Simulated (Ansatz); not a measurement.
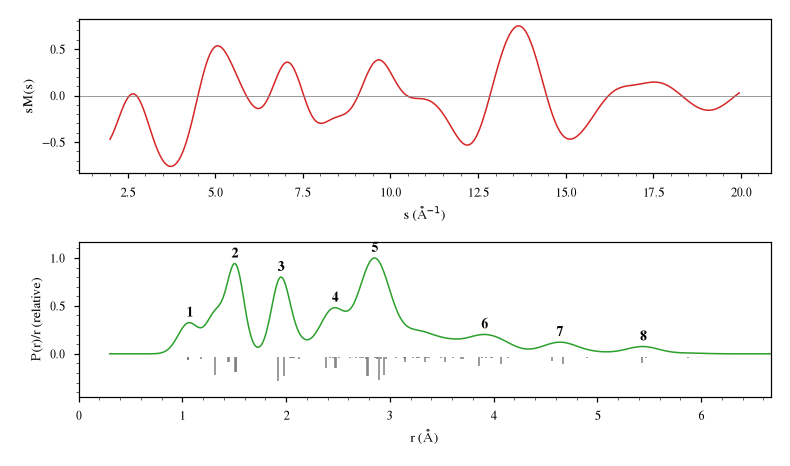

Simulated gas electron diffraction: reduced molecular intensity sM(s) from the Debye equation in the first Born approximation (top) and the radial distribution curve (bottom) of CH9BFN3Si. Each pair of atoms contributes with weight ZᵢZⱼ/r (bars below the curve); damping constant 0.002 Å²; vibrational amplitudes assumed, not computed: 0.05 Å for bonds, 0.078 Å for bonds to H, 0.06 + 0.015 r up to 0.15 Å for other pairs. The geometry is the end point of an optimisation (Ansatz, RKS PBE0-D4/STO-3G); it may be a saddle point or a higher isomer.

### Assign the numbered peaks of the radial distribution curve (– bonded, ··· not bonded).

Peak 1, 1.07 Å: N–H 1.06 Å (×6)
Peak 2, 1.50 Å: Si–H 1.44–1.45 Å (×2), N–C 1.51–1.52 Å (×3), not resolved; in its flanks F–B 1.31 Å
Peak 3, 1.95 Å: Si–C 1.92 Å, Si–B 1.98 Å, C···H 2.04–2.08 Å (×6), not resolved
Peak 4, 2.47 Å: N···N 2.38–2.48 Å (×3), N···H 2.42–2.51 Å (×4), not resolved
Peak 5, 2.85 Å: Si···H 2.77–2.97 Å (×4), Si···N 2.78–2.95 Å (×3), Si···F 2.90 Å, not resolved; in its flanks N···H 3.14–3.50 Å, N···B 3.34–3.54 Å
Peak 6, 3.91 Å: Si···H 3.69–3.71 Å (×2), F···N 3.86 Å, N···H 3.88–3.99 Å (×3), F···H 3.89–4.14 Å (×3), F···C 4.07 Å, not resolved
Peak 7, 4.64 Å: B···H 4.36–4.85 Å (×4), N···B 4.56 Å, F···N 4.67 Å, not resolved
Peak 8, 5.44 Å: F···H 5.43–5.47 Å (×2), F···N 5.43 Å; in its flanks F···H 5.87 Å
